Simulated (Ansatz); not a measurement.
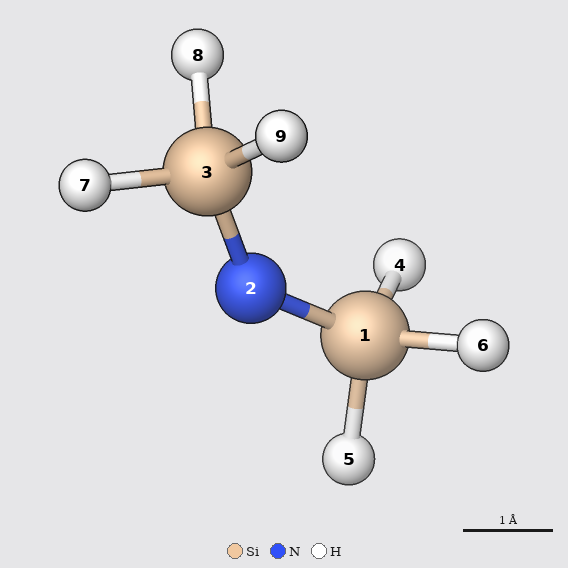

The atoms are numbered. State: charge −1, singlet. Computed geometry: PBE0-D4/def2-TZVPD optimisation. No frequency run is at hand to confirm it as a minimum.

Give the bond lengths.

```tsv
bond	length (Å)
Si1–N2	1.643
Si1–H4	1.521
Si1–H5	1.513
Si1–H6	1.521
N2–Si3	1.643
Si3–H7	1.513
Si3–H8	1.521
Si3–H9	1.521
```
